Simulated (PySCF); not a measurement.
**Excited-state calculation of C6H8ClF**

System: C6H8ClF.
Method: TDDFT B97-2/def2-SVPD, vertical, gas phase, core orbitals frozen in the response (PySCF 2.14.0).

The geometry comes from this level: GFN2-xTB. It belongs to a series of runs on one base structure; here: B97-2/def2-SVPD; 6 states; guess huckel.

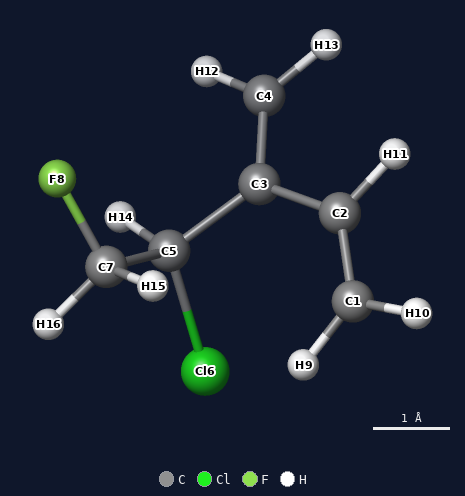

**Figure 1.** The input geometry (ball-and-stick view, seen at a tilt; atoms are numbered from 1 in the order of the input).

## Key numbers

```tsv
quantity	value
outcome	converged
total energy	−793.006609 hartree
HOMO	−6.94 eV
LUMO	−1.33 eV
dipole moment	0.82 D
mean polarisability	88.67 a.u.
lowest excitation	5.55 eV
hardware	1 CPU thread, shared host
wall time	60 s
peak memory	0.94 GiB
```

Settings chosen away from the usual ones: B97-2/def2-SVPD; 6 states; guess huckel.

## Input file
```
{"job": {"kind": "uv", "xc": "B97-2", "basis": "def2-SVPD", "nstates": 6, "ntriplets": 0, "tda": false, "scf": {"guess": "huckel"}}, "charge": 0, "multiplicity": 1}
C      1.744049    -1.096628    -0.375949
C      1.482313     0.134583     0.047876
C      0.188393     0.803991     0.117891
C      0.126289     2.100030     0.429229
C     -1.091992     0.053474    -0.125247
Cl    -1.136945    -0.650564    -1.774512
C     -1.340039    -1.059399     0.892027
F     -1.652305    -0.489278     2.100673
H      0.992244    -1.771642    -0.745610
H      2.755109    -1.467637    -0.387728
H      2.304599     0.758043     0.376380
H     -0.807070     2.632507     0.489366
H      1.015021     2.669139     0.641117
H     -1.935940     0.748388    -0.079765
H     -0.455592    -1.680694     1.052171
H     -2.195735    -1.675370     0.598155
```

The first line tells a small driver script what to run in PySCF; the rest is the geometry in Å.

Launch command:
```bash
OMP_NUM_THREADS=1 python <driver script> task.json out
```

## Output
```
final grid: 133576 points
cycle   1  E = -784.6172660212  dE =  5.002e+00  |g| = 5.780e+00  |ddm| = 1.861e+01
cycle   2  E = -729.1950922749  dE =  5.542e+01  |g| = 1.047e+01  |ddm| = 1.885e+02
cycle   3  E = -780.7018768962  dE = -5.151e+01  |g| = 4.638e+00  |ddm| = 1.885e+02
cycle   4  E = -762.1581834669  dE =  1.854e+01  |g| = 9.019e+00  |ddm| = 6.063e+01
cycle   5  E = -790.3762613866  dE = -2.822e+01  |g| = 2.595e+00  |ddm| = 5.308e+01
cycle   6  E = -792.7044027000  dE = -2.328e+00  |g| = 9.504e-01  |ddm| = 1.130e+01
cycle   7  E = -792.8954667987  dE = -1.911e-01  |g| = 6.441e-01  |ddm| = 3.364e+00
cycle   8  E = -792.9883109111  dE = -9.284e-02  |g| = 2.489e-01  |ddm| = 1.589e+00
cycle   9  E = -793.0010160049  dE = -1.271e-02  |g| = 1.361e-01  |ddm| = 6.422e-01
cycle  10  E = -793.0061630511  dE = -5.147e-03  |g| = 4.014e-02  |ddm| = 3.114e-01
cycle  11  E = -793.0065107173  dE = -3.477e-04  |g| = 1.807e-02  |ddm| = 1.396e-01
cycle  12  E = -793.0065974401  dE = -8.672e-05  |g| = 6.179e-03  |ddm| = 5.191e-02
cycle  13  E = -793.0066077254  dE = -1.029e-05  |g| = 2.350e-03  |ddm| = 1.677e-02
cycle  14  E = -793.0066091361  dE = -1.411e-06  |g| = 5.852e-04  |ddm| = 4.916e-03
cycle  15  E = -793.0066092092  dE = -7.309e-08  |g| = 1.644e-04  |ddm| = 1.292e-03
cycle  16  E = -793.0066092150  dE = -5.746e-09  |g| = 3.579e-05  |ddm| = 4.632e-04
cycle  17  E = -793.0066092152  dE = -2.592e-10  |g| = 1.665e-05  |ddm| = 1.495e-04
converged SCF energy = -793.0066092152

Static polarisability (au): isotropic 88.670, principal 71.998 83.908 110.104

Singlet excitations
state   eV       nm        f      main configurations
  1   5.5480    223.5   0.31826   H->L 0.84
  2   5.9768    207.4   0.04925   H-1->L 0.90
  3   6.1351    202.1   0.10449   H->L+1 0.88
  4   6.1997    200.0   0.00663   H-2->L 0.94
  5   6.8151    181.9   0.00094   H->L+2 0.89
  6   7.0096    176.9   0.05212   H-3->L 0.58, H-1->L+1 0.17
```

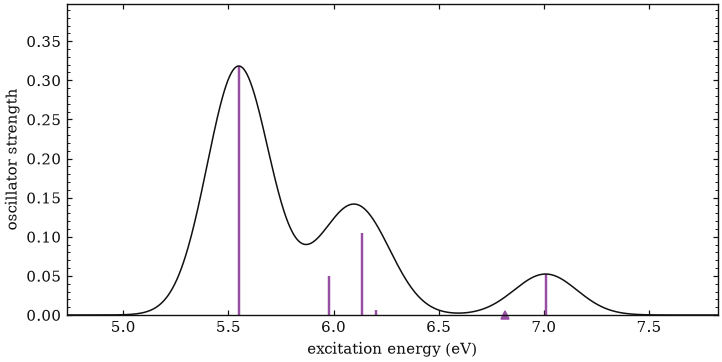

**Figure 2.** Computed excitations as sticks (degenerate states added up, dark ones marked on the axis), with a Gaussian envelope of 0.35 eV full width at half maximum, scaled to the tallest. Of the 6 states the lowest lies at 5.55 eV (f = 0.318); the strongest line is at 5.55 eV, or 223 nm (f = 0.318).

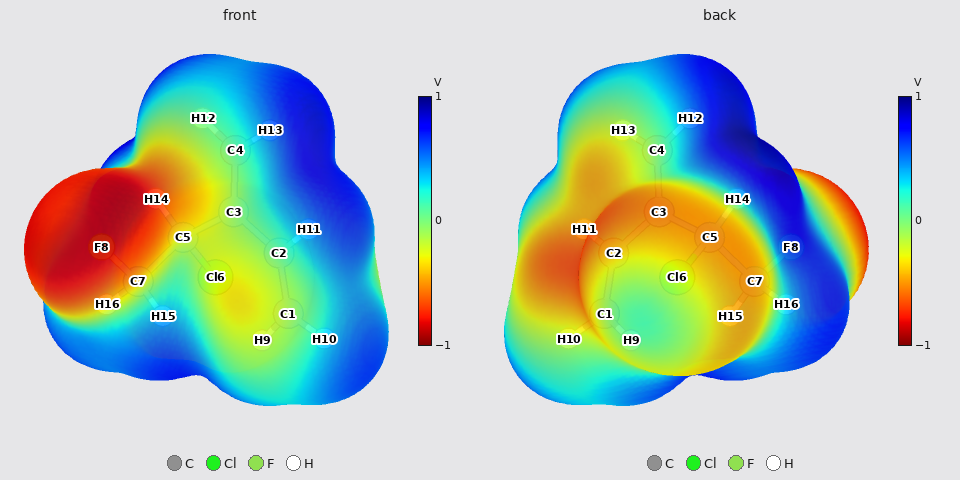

**Figure 3.** The electrostatic potential painted on the density surface at 0.001 e/bohr³, seen at a tilt and from behind; red is negative and blue positive.

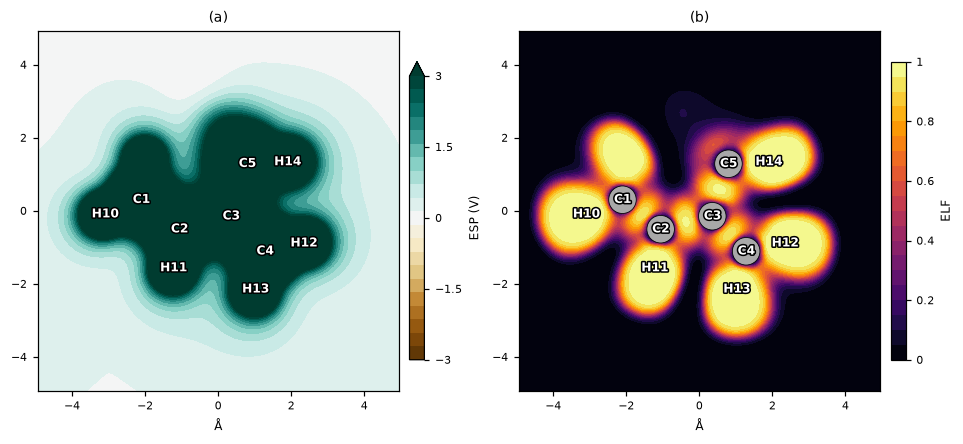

**Figure 4.** (a) electrostatic potential; (b) ELF on the plane of atoms C3, C4 and H13. Grey discs, where drawn, cover atomic cores. The plane passes through C and H nuclei. C–C (1.33 Å): the ELF peaks at about 0.95 between the atoms (a double or triple bond). C–H (1.08 Å): the ELF climbs to about 1 towards the hydrogen, as it does in any bond to H (a covalent bond by its length). C–C (1.46 Å): the ELF peaks at about 0.95 between the atoms, which marks localised, shared-pair bonding. C–C (1.50 Å): the ELF peaks at about 0.95 between the atoms, which marks a covalent bond. The potential has no marked negative region in this plane.

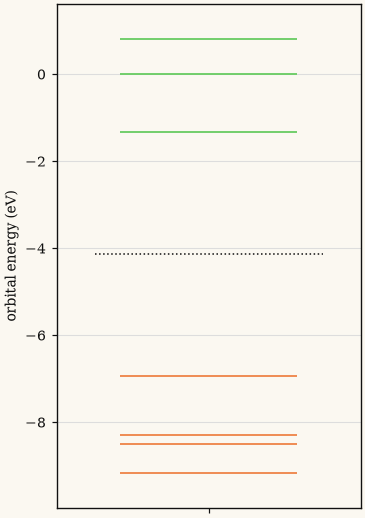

**Figure 5.** Orbital energies near the frontier; the dotted line parts filled from empty levels, and levels within 0.02 eV of each other stand side by side. Highest filled −6.94 eV, lowest empty −1.33 eV, 5.61 eV apart.
